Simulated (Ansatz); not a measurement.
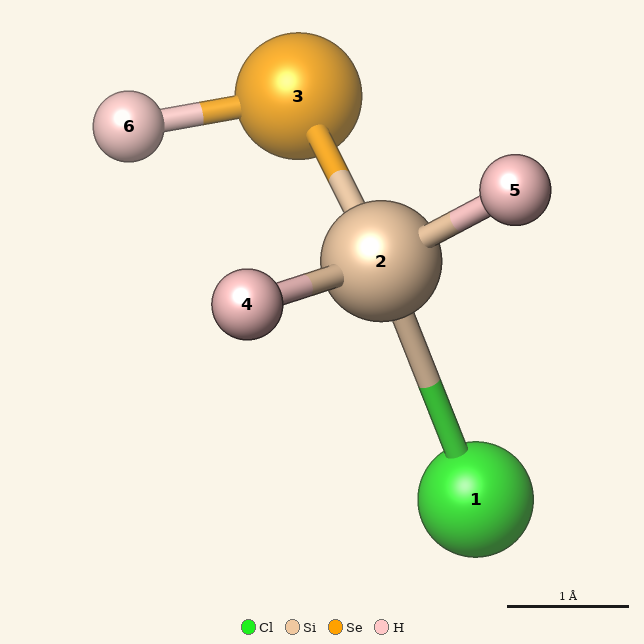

Figure made from data computed with Ansatz.

Orthographic view. Distant atoms are faded towards the background colour. Geometry: moved along internal coordinates away from the minimum.

Give the geometry as a Z-matrix, atoms in numerical order, with these reference atoms: 2 to 1; 3 to 2, 1; 4 to 2, 3, 1; 5 to 2, 4, 3; 6 to 3, 2, 5.

```
Cl 
Si   1   2.381
Se   2   2.271   1   106.0
H    2   1.481   3   111.7   1  -118.0
H    2   1.481   4   110.2   3   124.9
H    3   1.471   2    91.4   5  -136.0
```
